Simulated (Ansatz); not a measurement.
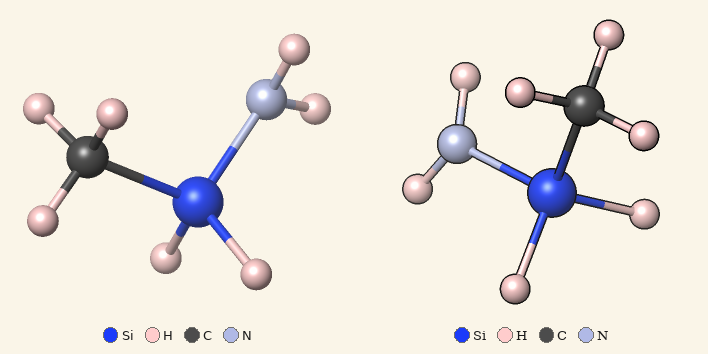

Two views of one molecule.

Which formula does it have?

CH₇NSi, 10 atoms: 1 carbon, 7 hydrogen, 1 nitrogen and 1 silicon.

Which point group does it belong to?

C1.

How many atoms are distinct by symmetry?

10: 1 Si, 1 H, 1 H, 1 C, 1 N, 1 H, 1 H, 1 H, 1 H, 1 H.

Count the bonded pairs by element.

3 C–H, 2 Si–H, 2 N–H, 1 N–Si, 1 C–Si. Sticks follow a distance rule.

The parts below concern this one geometry. Atoms keep their numbers from picture to picture. The geometry was computed by an optimisation with PBE0-D4/def2-TZVP.

**Shape**

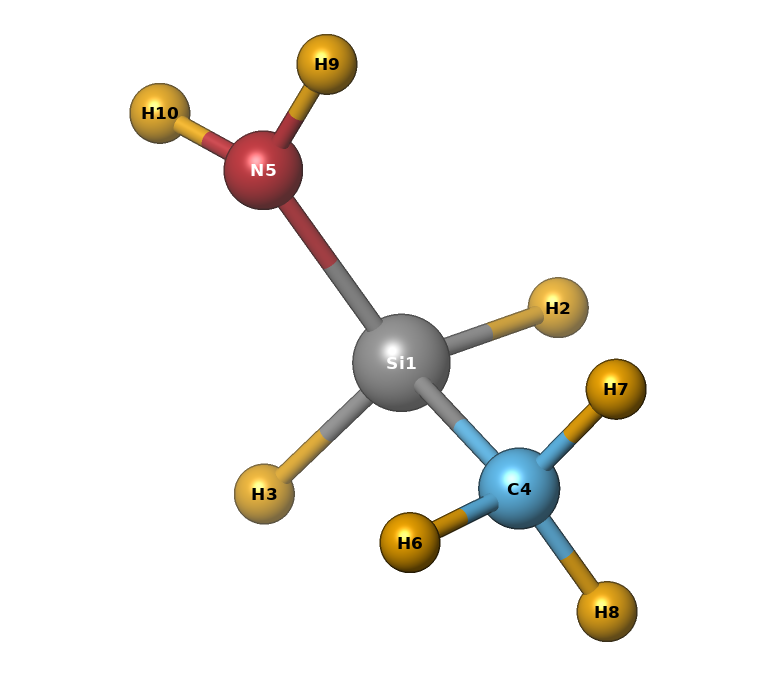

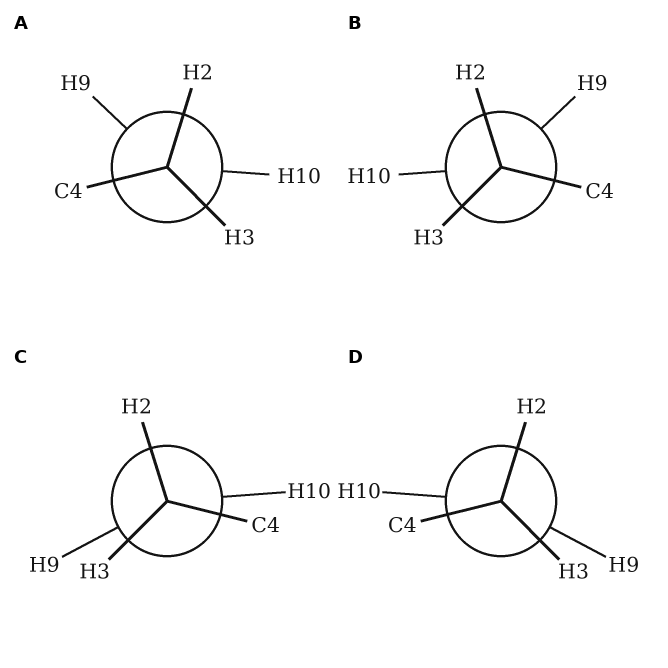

Distant atoms are faded towards the background colour. Bonds that would overlap in a projection are set slightly apart.

Which Newman projection shows the view along Si1–N5, with Si1 in front?

A. The torsion angle C4–Si1–N5–H9 is 58°, synclinal (gauche).

**Vibrations**

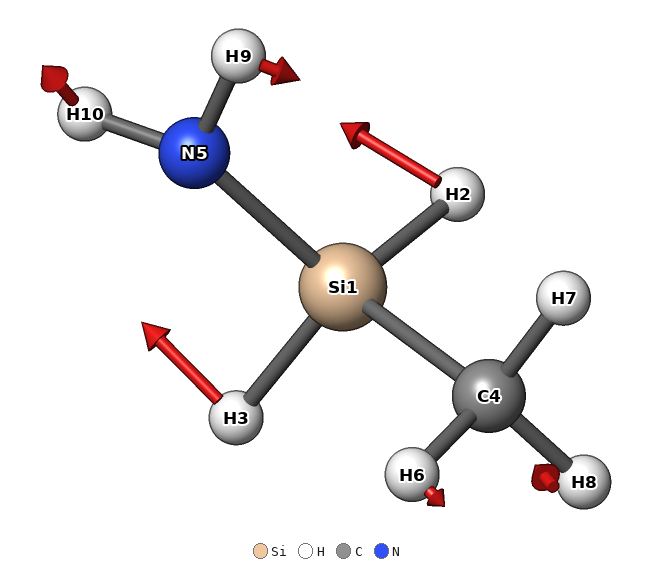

The arrows show one normal mode. Harmonic vibrations computed with RKS PBE0-D4/def2-TZVP (Ansatz 0.2.0) at a stationary point of the same level.

Describe the motion.

Mostly angle bending.

At what wavenumber does it lie?

952 cm⁻¹; it is mode 12 of 24 counted from the lowest.

**Electronic properties**

Properties computed with RKS PBE0-D4/def2-TZVPP (Ansatz 0.2.0).

Estimate the dispersion correction.

−12.5 kJ/mol.

Estimate the HOMO energy (Kohn–Sham orbital).

−7.25 eV.

What is the HOMO–LUMO gap?

8.00 eV.

**Dipole moment**

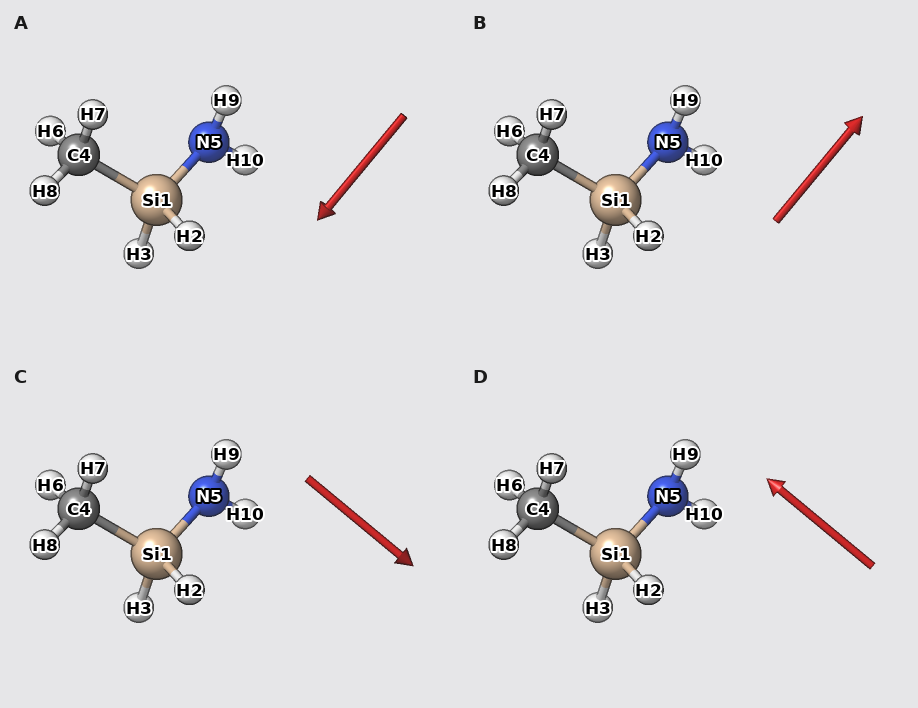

The same molecule four times, each with an arrow. Properties computed with RKS PBE0-D4/def2-TZVP (Ansatz 0.2.0).

Which arrow points along the dipole moment, from the negative to the positive end?

B. The dipole moment is 1.04 D; it points from the side of H3, H8 to the side of H9 (the outermost atoms at the two ends).
